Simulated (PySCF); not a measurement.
# silanamine (SiNH5): NMR shifts, electronic excitations and K edges in gas and solvents

Aim: compute the NMR shifts, electronic excitations and K edges of silanamine (SiNH5) (`N[SiH3]`), and see what a dielectric continuum does where one was used.

Programs: PySCF 2.14.0, with density-fitted response routines of our own. Each step states its level of theory. These are calculated values for one molecule, in the gas phase or a continuum, unless marked as measured. Atoms are numbered from 0 throughout.

## (1) The molecule as given

7 atoms, charge 0, multiplicity 1; geometry from: GFN2-xTB.

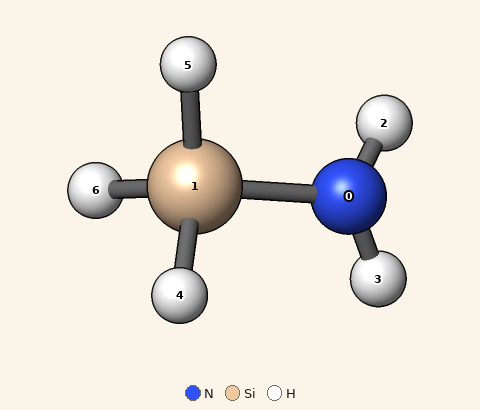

As it starts; nitrogen blue, silicon light orange, hydrogen white, atoms numbered.

## (2) Relaxing the molecule at PBE0-D3(BJ)/def2-SVP

What the job is given:

```
{"job": {"xc": "PBE0", "basis": "def2-SVP", "d3": "d3bj", "grid": 1, "kind": "geom"}, "charge": 0, "multiplicity": 1}
N      0.982705    -0.184277     0.308346
Si    -0.658239     0.165281    -0.083623
H      1.709408     0.366543    -0.120173
H      1.273943    -1.147788     0.352325
H     -1.446963    -0.640950     0.844551
H     -0.799883     1.602376     0.134964
H     -1.057638    -0.156280    -1.463467
```

Output:

```text
step   0  E = -346.93423865  max force = 0.013016
step   1  E = -346.93628208  max force = 0.003028
step   2  E = -346.93632789  max force = 0.000980
step   3  E = -346.93633098  max force = 0.000130
optimisation converged
```

Wall time 5.6 s (1 thread, shared host).

Along the way:

```tsv
step	energy from step 0 (eV)	largest force component (eV/Å)
0	0.0000	0.6693
1	-0.0556	0.1557
2	-0.0569	0.0504
3	-0.0569	0.0067
```

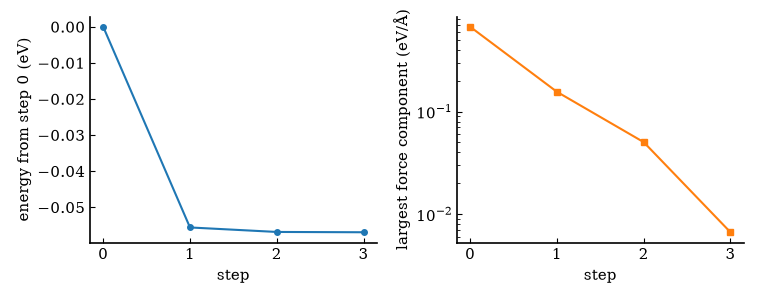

Energy and force, step by step.

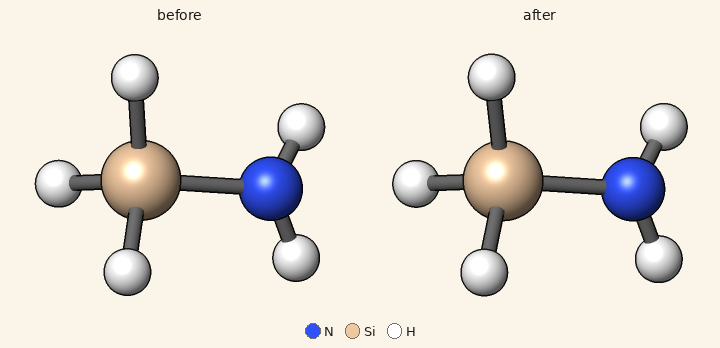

The geometry before (left) and after (right).

Close pairs (by a distance rule), those that changed most:

```tsv
bond	before (Å)	after (Å)	change (Å)
Si1–H5	1.461	1.494	+0.033
Si1–H4	1.461	1.494	+0.033
Si1–H6	1.472	1.504	+0.032
N0–Si1	1.723	1.733	+0.010
N0–H3	1.008	1.014	+0.007
N0–H2	1.008	1.014	+0.007
```

The next job starts from the end point, and lists it.

```tsv
at the end point	value
point group (found at 0.08 Å tolerance)	Cs
rotational constants (GHz, main isotopes)	67.776, 12.547, 12.129
dipole moment (D)	1.44
```

## (3) Shielding tensors: PBE0/pcSseg-1 in chloroform

What the job is given:

```
{"job": {"kind": "nmr", "xc": "PBE0", "basis": "pcSseg-1", "solvent": "chloroform", "pop": true}, "charge": 0, "multiplicity": 1}
N      1.093979    -0.210627     0.348970
Si    -0.559909     0.147481    -0.023951
H      1.824408     0.349872    -0.076468
H      1.384894    -1.180706     0.403737
H     -1.423642    -0.643948     0.903214
H     -0.774576     1.610185     0.191579
H     -1.016021    -0.163323    -1.422574
```

Method: GIAO PBE0/pcSseg-1 NMR shielding, non-relativistic, IEF-PCM chloroform.

Output:

```text
coarse grid: 5792 points
cycle   1  E = -347.0178564594  dE = -1.159e-01  |g| = 3.777e-01  |ddm| = 2.157e+00
cycle   2  E = -346.9916447987  dE =  2.621e-02  |g| = 5.128e-01  |ddm| = 6.769e-01
cycle   3  E = -347.0476115299  dE = -5.597e-02  |g| = 2.568e-02  |ddm| = 4.155e-01
cycle   4  E = -347.0477584436  dE = -1.469e-04  |g| = 3.141e-03  |ddm| = 2.455e-02
cycle   5  E = -347.0477601541  dE = -1.711e-06  |g| = 3.054e-04  |ddm| = 4.264e-03
final grid: 49784 points
cycle   6  E = -347.0555895086  dE = -5.834e-06  |g| = 4.951e-03  |ddm| = 7.870e-03
cycle   7  E = -347.0555844890  dE =  5.020e-06  |g| = 7.014e-03  |ddm| = 8.421e-03
cycle   8  E = -347.0555945461  dE = -1.006e-05  |g| = 1.405e-04  |ddm| = 4.784e-03
cycle   9  E = -347.0555945484  dE = -2.284e-09  |g| = 3.185e-05  |ddm| = 1.188e-04
cycle  10  E = -347.0555945486  dE = -1.931e-10  |g| = 7.018e-06  |ddm| = 4.438e-05
converged SCF energy = -347.0555945486

GIAO shielding tensors (ppm)
atom      isotropic    diamagn.    paramagn.     s11        s22        s33       span
  0 N      270.150     317.763     -47.612    234.904    264.995    310.552     75.648
  1 Si     406.119     878.301    -472.182    361.123    381.942    475.291    114.169
  2 H       31.185      30.274       0.911     23.614     26.950     42.990     19.375
  3 H       31.187      30.261       0.926     23.614     26.952     42.994     19.380
  4 H       26.717      28.690      -1.973     23.643     25.249     31.258      7.615
  5 H       26.717      28.694      -1.978     23.648     25.246     31.255      7.607
  6 H       26.587      28.733      -2.147     23.109     24.879     31.772      8.663
```

Wall time 5.9 s (1 thread, shared host).

The references, computed at this level on geometries of the same kind, shield at (ppm): ¹H TMS 31.25, ²⁹Si TMS 351.9, ¹⁵N NH3 267.8. Their shielding less the atom's gives the shift. The references are single molecules in the same continuum, so shifts against H2O, NH3, PH3, H3PO4 or CFCl3 are not on the usual liquid scales and can be off by tens of ppm. Atoms listed in one row are averaged.

```tsv
atoms	environment	σ (ppm)	δ (ppm)
H4, H5, H6	hydrogen on a silicon bonded to N	26.67	4.57
H2, H3	hydrogen on a nitrogen bonded to Si	31.19	0.06
N0	nitrogen bonded to Si, 2 H	270.2	-2.4
Si1	silicon bonded to N, 3 H	406.1	-54.3
```

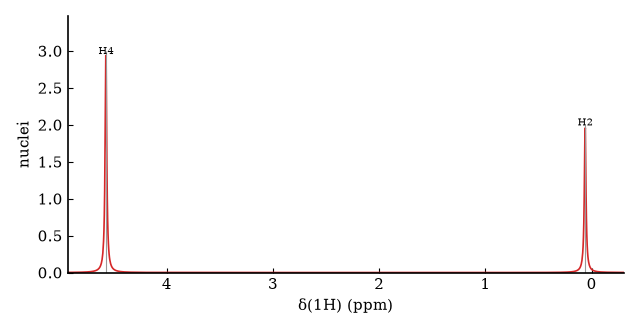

¹H lines at the computed shifts, without couplings. Lines are broadened to a width of 0.02 ppm (Lorentzian).

Charges from the same density, by scheme (e):

```tsv
atoms	Mulliken	IAO	Hirshfeld	ESP fit
N0	-0.66	-0.84	-0.32	-1.08
Si1	0.61	0.74	0.34	0.74
```

Mulliken charges:

```tsv
atom	value (e)
N0	-0.66
Si1	0.61
H2	0.21
H3	0.21
H4	-0.12
H5	-0.12
H6	-0.14
```

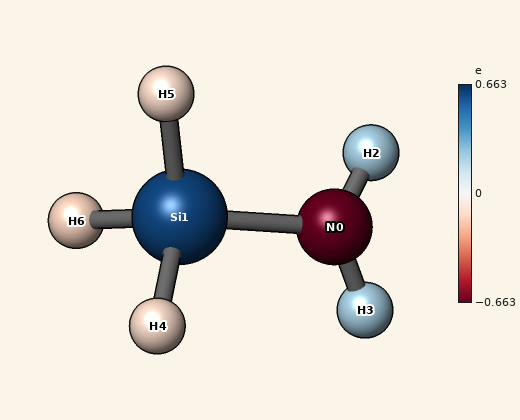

Mulliken charges, as colours on the atoms.

Mayer bond orders: N0–Si1 1.05.

## (4) NMR shieldings: PBE0/pcSseg-1 in dichloromethane

The job, as its differences from that of step 3:

```diff
@@ -1,2 +1,2 @@
-{"job": {"kind": "nmr", "xc": "PBE0", "basis": "pcSseg-1", "solvent": "chloroform", "pop": true}, "charge": 0, "multiplicity": 1}
+{"job": {"kind": "nmr", "xc": "PBE0", "basis": "pcSseg-1", "solvent": "dichloromethane", "pop": false}, "charge": 0, "multiplicity": 1}
 N      1.093979    -0.210627     0.348970
```

Method: GIAO PBE0/pcSseg-1 NMR shielding, non-relativistic, IEF-PCM dichloromethane.

Output:

```text
coarse grid: 5792 points
cycle   1  E = -347.0187643591  dE = -1.168e-01  |g| = 3.766e-01  |ddm| = 2.156e+00
cycle   2  E = -346.9928920919  dE =  2.587e-02  |g| = 5.107e-01  |ddm| = 6.763e-01
cycle   3  E = -347.0483497110  dE = -5.546e-02  |g| = 2.505e-02  |ddm| = 4.119e-01
cycle   4  E = -347.0484878928  dE = -1.382e-04  |g| = 3.083e-03  |ddm| = 2.377e-02
cycle   5  E = -347.0484895569  dE = -1.664e-06  |g| = 2.979e-04  |ddm| = 4.404e-03
final grid: 49784 points
cycle   6  E = -347.0563140206  dE = -5.801e-06  |g| = 4.963e-03  |ddm| = 7.864e-03
cycle   7  E = -347.0563090195  dE =  5.001e-06  |g| = 7.022e-03  |ddm| = 8.445e-03
cycle   8  E = -347.0563190863  dE = -1.007e-05  |g| = 1.413e-04  |ddm| = 4.771e-03
cycle   9  E = -347.0563190886  dE = -2.268e-09  |g| = 3.198e-05  |ddm| = 1.184e-04
cycle  10  E = -347.0563190888  dE = -1.991e-10  |g| = 6.928e-06  |ddm| = 4.617e-05
converged SCF energy = -347.0563190888

GIAO shielding tensors (ppm)
atom      isotropic    diamagn.    paramagn.     s11        s22        s33       span
  0 N      270.425     317.896     -47.471    235.312    265.338    310.626     75.314
  1 Si     406.109     878.294    -472.184    361.090    381.889    475.349    114.259
  2 H       31.107      30.221       0.886     23.528     26.826     42.966     19.438
  3 H       31.109      30.208       0.901     23.528     26.828     42.971     19.443
  4 H       26.727      28.706      -1.979     23.654     25.260     31.267      7.612
  5 H       26.726      28.711      -1.984     23.659     25.256     31.264      7.605
  6 H       26.597      28.750      -2.152     23.121     24.886     31.785      8.665
```

Wall time 2.9 s (1 thread, shared host).

Key values: δ N0 -2.2, Si1 -54.3, H4 4.56, H2 0.14 ppm (means over like atoms).

## (5) Excited states and response: CAM-B3LYP/def2-SVPD

The job, as its differences from that of step 4:

```diff
@@ -1,2 +1,2 @@
-{"job": {"kind": "nmr", "xc": "PBE0", "basis": "pcSseg-1", "solvent": "dichloromethane", "pop": false}, "charge": 0, "multiplicity": 1}
+{"job": {"kind": "uv", "xc": "CAM-B3LYP", "basis": "def2-SVPD", "dynamic": true, "nstates": 6, "ntriplets": 0}, "charge": 0, "multiplicity": 1}
 N      1.093979    -0.210627     0.348970
```

Level: TDDFT CAM-B3LYP/def2-SVPD, vertical, gas phase, core orbitals frozen in the response.

Output:

```text
coarse grid: 5792 points
cycle   1  E = -347.0438615755  dE = -1.481e-01  |g| = 3.528e-01  |ddm| = 2.623e+00
cycle   2  E = -347.0391598716  dE =  4.702e-03  |g| = 3.940e-01  |ddm| = 9.387e-01
cycle   3  E = -347.0724162647  dE = -3.326e-02  |g| = 2.618e-02  |ddm| = 4.183e-01
cycle   4  E = -347.0726061270  dE = -1.899e-04  |g| = 4.920e-03  |ddm| = 6.215e-02
cycle   5  E = -347.0726138579  dE = -7.731e-06  |g| = 7.924e-04  |ddm| = 1.837e-02
final grid: 49784 points
cycle   6  E = -347.1140881277  dE = -5.164e-06  |g| = 1.886e-03  |ddm| = 1.009e-02
cycle   7  E = -347.1140878987  dE =  2.289e-07  |g| = 2.233e-03  |ddm| = 3.797e-03
cycle   8  E = -347.1140889458  dE = -1.047e-06  |g| = 8.492e-05  |ddm| = 2.163e-03
cycle   9  E = -347.1140889486  dE = -2.784e-09  |g| = 3.525e-05  |ddm| = 1.885e-04
cycle  10  E = -347.1140889491  dE = -4.339e-10  |g| = 3.953e-06  |ddm| = 6.660e-05
converged SCF energy = -347.1140889491

Static polarisability (au): isotropic 38.239, principal 36.711 37.151 40.856

Singlet excitations
state   eV       nm        f      main configurations
  1   6.2990    196.8   0.01767   H->L 0.95
  2   7.7108    160.8   0.03369   H->L+1 0.92
  3   7.7817    159.3   0.00336   H->L+2 0.96
  4   8.2140    150.9   0.02616   H->L+3 0.49, H->L+4 0.37, H-2->L 0.11
  5   8.3237    149.0   0.04720   H->L+3 0.48, H->L+4 0.42
  6   8.4544    146.7   0.00884   H->L+5 0.91
```

It took 5.5 s on 1 thread, shared host.

The orbitals next to the gap, with their largest atomic shares:

```tsv
orbital	eV	atoms
HOMO−3	-12.76	N0 40 %, Si1 29 %, H6 12 %
HOMO−2	-11.27	Si1 37 %, H6 20 %, N0 18 %
HOMO−1	-10.91	Si1 40 %, H5 25 %, H4 25 %
HOMO	-8.89	N0 59 %, Si1 16 %, H6 11 %
LUMO	0.97	Si1 40 %, N0 16 %, H2 12 %
LUMO+1	1.75	Si1 49 %, H6 15 %, H4 12 %
LUMO+2	2.46	Si1 57 %, H6 15 %, H5 9 %
```

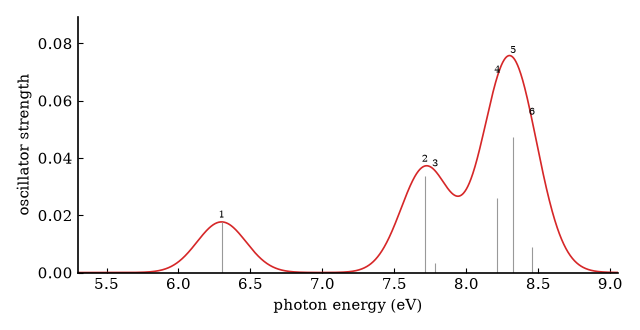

Absorption spectrum from the 6 singlet states computed; above the last one it falls off for lack of states. Lines are broadened to a width of 0.40 eV (Gaussian).

Further results of this job:

```tsv
property	computed
dipole moment (D)	1.28
polarisability (Å³)	5.67
HOMO–LUMO gap (eV)	9.86
−ε(HOMO) (eV)	8.89
C6 with itself (au)	543
```

## (6) Excited states and response: CAM-B3LYP/def2-SVPD in chloroform

What the job is given:

```
{"job": {"kind": "uv", "xc": "CAM-B3LYP", "basis": "def2-SVPD", "solvent": "chloroform", "nstates": 6, "ntriplets": 0}, "charge": 0, "multiplicity": 1}
N      1.093979    -0.210627     0.348970
Si    -0.559909     0.147481    -0.023951
H      1.824408     0.349872    -0.076468
H      1.384894    -1.180706     0.403737
H     -1.423642    -0.643948     0.903214
H     -0.774576     1.610185     0.191579
H     -1.016021    -0.163323    -1.422574
```

Level: TDDFT CAM-B3LYP/def2-SVPD, vertical, IEF-PCM chloroform (non-equilibrium linear response), core orbitals frozen in the response.

Output:

```text
coarse grid: 5792 points
cycle   1  E = -347.0484349820  dE = -1.525e-01  |g| = 3.461e-01  |ddm| = 2.626e+00
cycle   2  E = -347.0443304411  dE =  4.105e-03  |g| = 3.840e-01  |ddm| = 1.120e+00
cycle   3  E = -347.0758232996  dE = -3.149e-02  |g| = 2.425e-02  |ddm| = 4.618e-01
cycle   4  E = -347.0759912325  dE = -1.679e-04  |g| = 4.425e-03  |ddm| = 7.772e-02
cycle   5  E = -347.0759981293  dE = -6.897e-06  |g| = 7.783e-04  |ddm| = 2.477e-02
final grid: 49784 points
cycle   6  E = -347.1174527685  dE = -5.124e-06  |g| = 1.954e-03  |ddm| = 1.057e-02
cycle   7  E = -347.1174525313  dE =  2.371e-07  |g| = 2.317e-03  |ddm| = 4.283e-03
cycle   8  E = -347.1174536554  dE = -1.124e-06  |g| = 8.031e-05  |ddm| = 2.675e-03
cycle   9  E = -347.1174536583  dE = -2.889e-09  |g| = 3.361e-05  |ddm| = 2.391e-04
cycle  10  E = -347.1174536587  dE = -4.399e-10  |g| = 3.978e-06  |ddm| = 9.592e-05
converged SCF energy = -347.1174536587

Static polarisability (au): isotropic 46.380, principal 44.908 45.155 49.078

Singlet excitations
state   eV       nm        f      main configurations
  1   6.3859    194.2   0.02333   H->L 0.92
  2   7.6318    162.5   0.05234   H->L+1 0.90
  3   7.7703    159.6   0.00618   H->L+2 0.96
  4   8.2081    151.1   0.03301   H->L+3 0.97
  5   8.3616    148.3   0.07803   H->L+4 0.76, H-2->L 0.18
  6   8.5821    144.5   0.06032   H-1->L 0.84, H-1->L+1 0.08
```

It took 4.2 s on 1 thread, shared host.

This run: HOMO -8.83 eV, LUMO 1.13 eV; lowest singlet 6.39 eV.

## (7) Excited states and response: CAM-B3LYP/def2-SVPD in dichloromethane

What the job is given:

```
{"job": {"kind": "uv", "xc": "CAM-B3LYP", "basis": "def2-SVPD", "solvent": "dichloromethane", "nstates": 6, "ntriplets": 0}, "charge": 0, "multiplicity": 1}
N      1.093979    -0.210627     0.348970
Si    -0.559909     0.147481    -0.023951
H      1.824408     0.349872    -0.076468
H      1.384894    -1.180706     0.403737
H     -1.423642    -0.643948     0.903214
H     -0.774576     1.610185     0.191579
H     -1.016021    -0.163323    -1.422574
```

Level: TDDFT CAM-B3LYP/def2-SVPD, vertical, IEF-PCM dichloromethane (non-equilibrium linear response), core orbitals frozen in the response.

Output:

```text
coarse grid: 5792 points
cycle   1  E = -347.0492988713  dE = -1.533e-01  |g| = 3.450e-01  |ddm| = 2.626e+00
cycle   2  E = -347.0453184706  dE =  3.980e-03  |g| = 3.824e-01  |ddm| = 1.159e+00
cycle   3  E = -347.0765254812  dE = -3.121e-02  |g| = 2.396e-02  |ddm| = 4.707e-01
cycle   4  E = -347.0766918076  dE = -1.663e-04  |g| = 4.382e-03  |ddm| = 8.352e-02
cycle   5  E = -347.0766987807  dE = -6.973e-06  |g| = 7.878e-04  |ddm| = 2.701e-02
final grid: 49784 points
cycle   6  E = -347.1181494397  dE = -5.122e-06  |g| = 1.964e-03  |ddm| = 1.094e-02
cycle   7  E = -347.1181492034  dE =  2.362e-07  |g| = 2.328e-03  |ddm| = 4.293e-03
cycle   8  E = -347.1181503369  dE = -1.133e-06  |g| = 8.025e-05  |ddm| = 2.809e-03
cycle   9  E = -347.1181503399  dE = -3.012e-09  |g| = 3.346e-05  |ddm| = 2.853e-04
cycle  10  E = -347.1181503404  dE = -4.532e-10  |g| = 4.204e-06  |ddm| = 1.151e-04
converged SCF energy = -347.1181503404

Static polarisability (au): isotropic 48.234, principal 46.792 47.011 50.899

Singlet excitations
state   eV       nm        f      main configurations
  1   6.4089    193.5   0.02337   H->L 0.92
  2   7.6275    162.5   0.05199   H->L+1 0.90
  3   7.7775    159.4   0.00623   H->L+2 0.96
  4   8.2040    151.1   0.03395   H->L+3 0.98
  5   8.3931    147.7   0.07826   H->L+4 0.76, H-2->L 0.18
  6   8.5993    144.2   0.05897   H-1->L 0.83, H-1->L+1 0.09
```

Wall time 4.8 s (1 thread, shared host).

In short: HOMO -8.82 eV, LUMO 1.15 eV; lowest singlet 6.41 eV.

## (8) Core excitations: BHandHLYP/def2-SVPD+aug-pcX-1+pcseg-1

What the job is given:

```
{"job": {"kind": "xas", "xc": "BHandHLYP", "basis": {"default": "aug-pcX-1", "H": "pcseg-1", "Si": "def2-SVPD"}}, "charge": 0, "multiplicity": 1}
N      1.093979    -0.210627     0.348970
Si    -0.559909     0.147481    -0.023951
H      1.824408     0.349872    -0.076468
H      1.384894    -1.180706     0.403737
H     -1.423642    -0.643948     0.903214
H     -0.774576     1.610185     0.191579
H     -1.016021    -0.163323    -1.422574
```

Method: core-valence-separated TDA BHandHLYP/aug-pcX-1 H:pcseg-1 Si:def2-SVPD, K edges, non-relativistic, gas phase.

Output:

```text
coarse grid: 5792 points
cycle   1  E = -347.0773250766  dE = -1.596e-01  |g| = 3.189e-01  |ddm| = 2.181e+00
cycle   2  E = -347.0795296271  dE = -2.205e-03  |g| = 3.202e-01  |ddm| = 4.796e-01
cycle   3  E = -347.1002819349  dE = -2.075e-02  |g| = 2.792e-02  |ddm| = 2.310e-01
cycle   4  E = -347.1004692387  dE = -1.873e-04  |g| = 4.360e-03  |ddm| = 2.890e-02
cycle   5  E = -347.1004743451  dE = -5.106e-06  |g| = 5.283e-04  |ddm| = 6.488e-03
final grid: 49784 points
cycle   6  E = -347.1300181709  dE = -8.603e-06  |g| = 1.819e-03  |ddm| = 6.735e-03
cycle   7  E = -347.1300180882  dE =  8.272e-08  |g| = 2.010e-03  |ddm| = 2.766e-03
cycle   8  E = -347.1300188816  dE = -7.934e-07  |g| = 7.723e-05  |ddm| = 1.279e-03
cycle   9  E = -347.1300188842  dE = -2.607e-09  |g| = 3.176e-05  |ddm| = 1.691e-04
cycle  10  E = -347.1300188846  dE = -3.621e-10  |g| = 5.911e-06  |ddm| = 4.968e-05
converged SCF energy = -347.1300188846

N K edge
   eV          f      from atoms
  398.894   0.00635   N0
  400.045   0.03384   N0
  400.422   0.03252   N0
  401.139   0.01791   N0
  401.312   0.00000   N0
  401.359   0.00207   N0
  401.881   0.00116   N0
  402.804   0.00088   N0
```

It took 2 s on 1 thread, shared host.

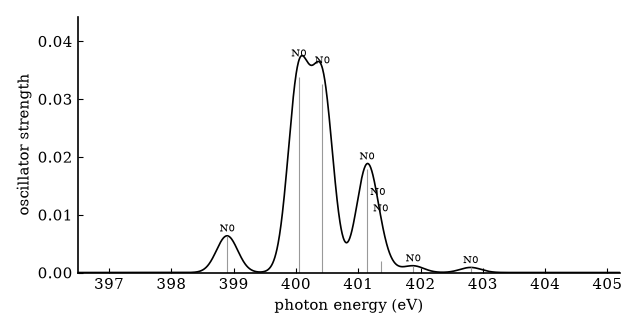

The N K edge. Lines are broadened to a width of 0.40 eV (Gaussian).

## (9) Run by run: NMR shifts

Shifts (ppm), means over like atoms, with basis size and wall time:

```tsv
run	H4	H2	N0	Si1	functions	time
PBE0/pcSseg-1 in chloroform	4.57	0.06	-2.4	-54.3	66	5.9 s
PBE0/pcSseg-1 in dichloromethane	4.56	0.14	-2.2	-54.3	66	2.9 s
```

The continuum's effect on the ground state:

```tsv
solvent	ε	polarisation energy (Eh)	μ (D)
chloroform	4.71	-0.0038	1.59
dichloromethane	8.93	-0.0047	1.63
```

## (10) Run by run: electronic excitations

Excitations and ground-state properties, with basis size and wall time:

```tsv
run	lowest singlet (eV)	brightest (eV)	f	gap (eV)	α (Å³)	μ (D)	functions	time
CAM-B3LYP/def2-SVPD	6.30	8.32	0.047	9.86	5.67	1.28	84	5.5 s
CAM-B3LYP/def2-SVPD in chloroform	6.39	8.36	0.078	9.95	6.87	1.54	84	4.2 s
CAM-B3LYP/def2-SVPD in dichloromethane	6.41	8.39	0.078	9.97	7.15	1.59	84	4.8 s
```

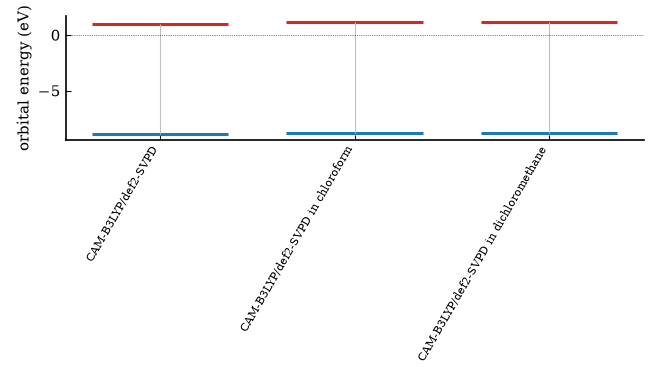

HOMO (blue) and LUMO (red) run by run.

The continuum's effect on the ground state:

```tsv
solvent	ε	polarisation energy (Eh)	μ (D)
chloroform	4.71	-0.0037	1.54
dichloromethane	8.93	-0.0045	1.59
```

## (11) What came out

| quantity | value |
| --- | --- |
| point group | Cs |
| rotational constants (main isotopes) | 67.78, 12.55, 12.13 GHz |
| ¹H shifts against TMS (PBE0/pcSseg-1, chloroform, means over atoms taken as alike) | 4.57, 0.06 ppm |
| ¹⁵N shifts against NH3 (PBE0/pcSseg-1, chloroform) | -2.4 ppm |
| ²⁹Si shifts against TMS (PBE0/pcSseg-1, chloroform) | -54.3 ppm |
| lowest singlet (CAM-B3LYP/def2-SVPD) | 6.30 eV (197 nm), f = 0.018 |
| brightest single state of those computed | state 5, 8.32 eV, f = 0.047 |
| N K edge | first line 398.89 eV, strongest 400.05 eV (f = 0.034) |
| range of the shift of N0 | -2.4 to -2.2 ppm |
| range of the lowest singlet | 6.30 to 6.41 eV |

**Reading.** Over 3 steps the energy fell by 0.057 eV; of the close pairs, Si1–H5 changed most, 1.461 to 1.494 Å. At PBE0/pcSseg-1: The largest span, 114 ppm, is at Si1, where the paramagnetic term is -472 ppm. The first singlet state (HOMO→LUMO 0.95) lies at 6.30 eV and is weak; of the 6 states computed, the strongest absorption comes from state 5 at 8.32 eV. At the N edge the strongest single line lifts a 1s electron of N0 into several orbitals, led by LUMO+2 (weight 0.65), 1.2 eV above the first line. Absolute edge energies from this method are off by several eV; spacings are better. Across the 2 runs the shift of N0 moves most, between -2.4 (PBE0/pcSseg-1 in chloroform) and -2.2 ppm (PBE0/pcSseg-1 in dichloromethane). The continuum holds electrostatics alone: no hydrogen bonds to the solvent, and the gas-phase geometry is kept. The lowest singlet runs from 6.30 eV (CAM-B3LYP/def2-SVPD) to 6.41 eV (CAM-B3LYP/def2-SVPD in dichloromethane), while the orbital gap spans 9.86 to 9.97 eV. The lowest state need not be the same one in every run.
